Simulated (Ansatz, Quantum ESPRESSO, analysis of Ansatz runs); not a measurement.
# Li2CdCl4 (Imma), V_Cl hop (3.7 Å): attempt frequency at charge +1, part 2 of 2

Aim: the prefactor of a hop in Li2CdCl4 (Imma) (V_Cl hop (3.7 Å), charge +1) from the modes of the moving atom at the start and at the top of a path found beforehand. Model: a cell of 56 host atoms with 1 Cl taken out.

Ansatz 0.2.0; plane-wave PAW DFT, PBEsol; finite-difference force constants of the moving atom alone.

So far. Step 2 (Vibrations of the moving atom at the start point): The three modes are 127, 156 and 199 cm⁻¹: all real, a minimum for this atom with the others held.

**3. Vibrations of the moving atom at the top of the path**

The same at the top, where the mode along the path should be imaginary.

qp1.top.modes/input.yaml reads:

```yaml
crystal:
  lattice:
    - [0.0, 7.62069338, 10.46883164]
    - [7.38023042, 0.0, 10.46883164]
    - [7.38023042, 7.62069338, 0.0]
  atoms:
    - { symbol: Li, position: [0.19619008, 0.44437155, 0.05747223] }
    - { symbol: Li, position: [0.48120921, 0.68483713, 0.27124101] }
[... 2 atom lines left out ...]
    - { symbol: Li, position: [0.10529139, 0.62961406, 0.63729225] }
[... 4 atom lines left out ...]
    - { symbol: Li, position: [0.37052714, 0.39173567, 0.3588323] }
[... 4 atom lines left out ...]
    - { symbol: Li, position: [0.5327761, 0.33054425, 0.69021577] }
[... 6 atom lines left out ...]
    - { symbol: Cd, position: [0.2632702, 0.71944435, 0.76175086] }
[... 5 atom lines left out ...]
    - { symbol: Cl, position: [0.8904835, 0.86932681, 0.62935107] }
[... 3 atom lines left out ...]
    - { symbol: Cl, position: [0.10374461, 0.64392141, 0.87836667] }
[... 4 atom lines left out ...]
    - { symbol: Cl, position: [0.50619143, 0.49815528, 0.24190038] }
[... 4 atom lines left out ...]
    - { symbol: Cl, position: [0.52116212, 0.49641585, 0.75482063] }
[... 1 atom line left out ...]
    - { symbol: Cl, position: [0.12909756, 0.61595236, 0.38736828] }
[... 3 atom lines left out ...]
    - { symbol: Cl, position: [0.01111134, 0.49428081, 0.74606875] }
[... 4 atom lines left out ...]
    - { symbol: Cl, position: [0.34513299, 0.51918891, 0.58133441] }
[... 1 atom line left out ...]
    - { symbol: Cl, position: [0.85659951, 0.8916388, 0.11963509] }
  symmetry: { detect: false }
total_charge: 1
basis:
  ecutwfc: 420
  xc_grid: 2
hamiltonian:
  xc: pbesol
kpoints:
  mp_grid: { grid: [1, 1, 1], shift: [0.25, 0.25, 0.25] }
scf:
  occupations: { method: fixed }
  max_iter: 120
phonons:
  supercell: [1, 1, 1]
  displaced_sites: [52]
  amplitude: 0.02
```

Run with:

```console
> ansatz run input.yaml --threads 16 --pin off --max-ram 26378MiB --backend cpu --events-out ev --progress --plain --runs-dir out
```

Numbers of over 12 decimals in the logs are rounded to 6 here.

The log of the run:

```text
[...]
Crystal: 55 atoms, lattice volume = 1177.586 Å³
Basis set: ecut = 420 eV, 23051 PW (Γ), exchange–correlation on 180×180×144 points (8 copies of the dense FFT grid, shifted against one another)
Bands: 267, of which v1, the nominal top of the filled ones, is band 212 counted from 1 (211 counted from 0)
Symmetry: 1 space group operations
k-points: 1
[...]
SCF iter   1: F=—  HF=-101691.961335 eV  |F-HF|=—  |Δ(HF+E_count)|=         —  Δρ=6.03e-3  dr2=8.09e-1  ethr=1.77e-3  ⟨swp⟩=5.0  Hψ=846  notcnv=0  defer=53
[...]
SCF iter  11: F=-101691.707124 eV  HF=-101691.707124 eV  |F-HF|=2.47e-10  |Δ(HF+E_count)|=   3.35e-9  Δρ=9.23e-8  dr2=1.76e-10  ethr=1.00e-12  ⟨swp⟩=19.0  Hψ=1800  notcnv=0
SCF 1 converged in 11 iterations: F = -101691.707124 eV  dr2 = 1.76e-10
[...]
SCF iter   8: F=-101691.707413 eV  HF=-101691.707413 eV  |F-HF|=0.00e0  |Δ(HF+E_count)|=  1.75e-10  Δρ=4.34e-8  dr2=2.90e-11  ethr=1.00e-12  ⟨swp⟩=3.0  Hψ=862  notcnv=0
SCF 2 converged in 8 iterations: F = -101691.707413 eV  dr2 = 2.90e-11
[...]
SCF iter   5: F=-101691.706001 eV  HF=-101691.706001 eV  |F-HF|=5.82e-11  |Δ(HF+E_count)|=  2.76e-10  Δρ=7.20e-8  dr2=8.12e-11  ethr=1.00e-12  ⟨swp⟩=4.0  Hψ=829  notcnv=0
SCF 3 converged in 5 iterations: F = -101691.706001 eV  dr2 = 8.12e-11
[...]
SCF iter   8: F=-101691.706199 eV  HF=-101691.706199 eV  |F-HF|=8.73e-11  |Δ(HF+E_count)|=  4.95e-10  Δρ=4.11e-8  dr2=2.89e-11  ethr=1.00e-12  ⟨swp⟩=4.0  Hψ=829  notcnv=0
SCF 4 converged in 8 iterations: F = -101691.706199 eV  dr2 = 2.89e-11
[...]
SCF iter   5: F=-101691.706384 eV  HF=-101691.706384 eV  |F-HF|=0.00e0  |Δ(HF+E_count)|=  2.62e-10  Δρ=5.47e-8  dr2=4.91e-11  ethr=1.00e-12  ⟨swp⟩=4.0  Hψ=827  notcnv=0
SCF 5 converged in 5 iterations: F = -101691.706384 eV  dr2 = 4.91e-11
[...]
SCF iter   8: F=-101691.706760 eV  HF=-101691.706760 eV  |F-HF|=8.73e-11  |Δ(HF+E_count)|=  5.53e-10  Δρ=3.74e-8  dr2=2.97e-11  ethr=1.00e-12  ⟨swp⟩=4.0  Hψ=829  notcnv=0
SCF 6 converged in 8 iterations: F = -101691.706760 eV  dr2 = 2.97e-11
[...]
SCF iter   5: F=-101691.706988 eV  HF=-101691.706988 eV  |F-HF|=0.00e0  |Δ(HF+E_count)|=  2.91e-10  Δρ=6.96e-8  dr2=6.92e-11  ethr=1.00e-12  ⟨swp⟩=4.0  Hψ=829  notcnv=0
SCF 7 converged in 5 iterations: F = -101691.706988 eV  dr2 = 6.92e-11
SCF converged after 11 iterations
Free energy (F): -101691.707124 eV
[...]
Internal energy: -101691.707124 eV  (E = F + TS)
E sigma→0 (E₀):  -101691.707124 eV
Fermi energy:    2.713982 eV
[...]
--- Forces (eV/Å), atoms counted from 1 ---
  atom   1  Li     0.00089817    -0.00110128     0.00152335
  atom   2  Li     0.00590306     0.00292716    -0.00739251
  [... 2 atoms left out ...]
  atom   5  Li     0.00173905     0.00548820     0.00344596
  [... 4 atoms left out ...]
  atom  10  Li     0.00547131     0.00226564     0.00581706
  [... 4 atoms left out ...]
  atom  15  Li    -0.00146672     0.02080147     0.01312122
  [... 6 atoms left out ...]
  atom  22  Cd     0.00181135     0.00447136     0.00112372
  [... 9 atoms left out ...]
  atom  32  Cl    -0.02290738    -0.00042277     0.01802918
  [... 4 atoms left out ...]
  atom  37  Cl    -0.01737924    -0.00775318     0.00086490
  [... 4 atoms left out ...]
  atom  42  Cl    -0.00333224    -0.00552040    -0.00887909
  [... 1 atom left out ...]
  atom  44  Cl    -0.00357547    -0.01051684    -0.00021290
  [... 8 atoms left out ...]
  atom  53  Cl     0.03544434    -0.00414572    -0.00574103
  [... 2 atoms left out ...]
  max |Σ_I F_I| component: 4.71e-6 eV/Å
--- Band table (eV) ---
[...]
transpose residual: 5.9e-4 eV/Å²
[...]
frequencies among the named sites at Γ of the cell (cm⁻¹): -27.83 139.37 197.18
  unstable modes among the named sites: 1
  frequencies as built, with no sum rule (cm⁻¹): -27.85 139.37 197.18
  zero-point energy: 0.020864 eV/cell   skipped modes (ω ≤ 0): 1, of them read as no rigid motion or as one in doubt: 1 (1.000e0 modes/cell left out, lowest -27.83 cm⁻¹)
[...]
```

Run time: 15 s. Hardware: 16 threads of Intel Xeon 6975P-C (Granite Rapids), shared host; peak memory 2.3 GiB; 3.2 min of CPU time.

Read from the output:

* free energy: -101691.7071 eV
* frequencies of moving atom: -27.83, 139.4, 197.2 cm⁻¹ (negative: imaginary)

The three modes are 28i, 139 and 197 cm⁻¹: one imaginary, a saddle of first order for this atom with the others held.

**4. Attempt frequency and hop rate**

Analysis of the runs above: harmonic transition-state theory from the moving atom's modes alone (Vineyard), PBEsol.

It gives:

- attempt frequency: 4.294 THz

Table of hop rate by temperature:

| temperature (K) | hop rate (1/s) |
| --- | --- |
| 200 | 2.5e-6 |
| 300 | 2.99 |
| 400 | 3272 |
| 600 | 3.6e6 |
| 800 | 1.2e8 |
| 1000 | 9.7e8 |

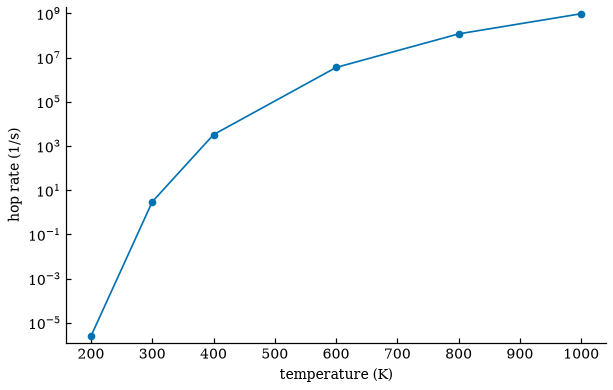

Hop rate, plotted against temperature.

**5. Results**

- attempt frequency (attempt frequency and hop rate): 4.29 THz

The attempt frequency, the product of the three frequencies at the start over that of the two real ones at the top (Vineyard), is 4.3 THz. With the barrier of 0.72 eV it gives 3.6e+06 hops a second at 600 K along this one path; equivalent neighbouring sites multiply that. The host's atoms were held, though they move along the path too, so the prefactor is rough. What this leaves open: one k-point off the zone centre stands for the whole zone; spin–orbit coupling, which can matter with heavy atoms, is left out.

[Logs are printed without paths, hosts, clocks, repeated set-up lines and the standing remarks that a program may print on its own settings, such as how far it seeks lower states.]

[Hosts, paths, dates, database ids (printed as entryN), source tags and the programs' standing remarks are cut or masked in the printed files.]
